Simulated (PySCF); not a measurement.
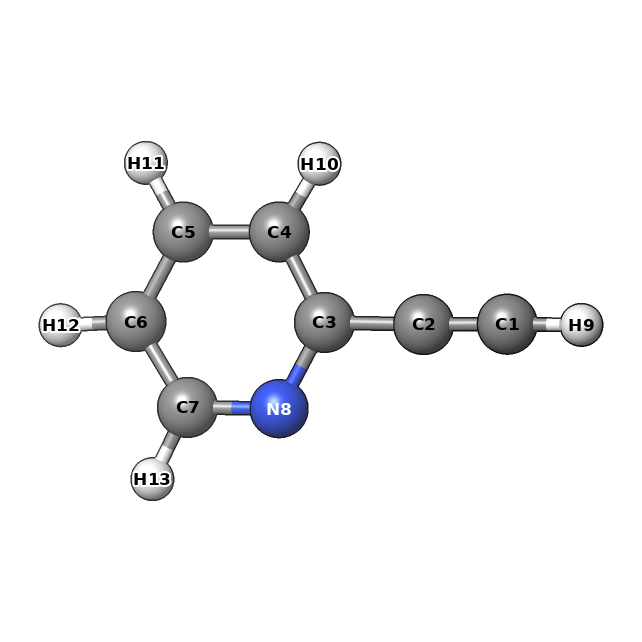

The geometry was computed by an optimisation with PBE0-D3(BJ)/def2-SVP. No frequency run is at hand to confirm it as a minimum. Method: B3LYP/pcJ-1 indirect spin-spin coupling, non-relativistic, gas phase (PySCF 2.14.0). Isotopes: 13C, 1H, 15N.

Give the spin–spin coupling constants of these pairs, with the number of bonds between them: C3/N8, C2/N8, C6/N8, N8/H13, C1/N8, C5/N8, N8/H12.

```tsv
pair	bonds apart	J (Hz)
C3, N8	1	−2.3
C2, N8	2	−10.9
C6, N8	2	2.3
N8, H13	2	−13.7
C1, N8	3	−2.9
C5, N8	3	−3.2
N8, H12	3	−1.3
```
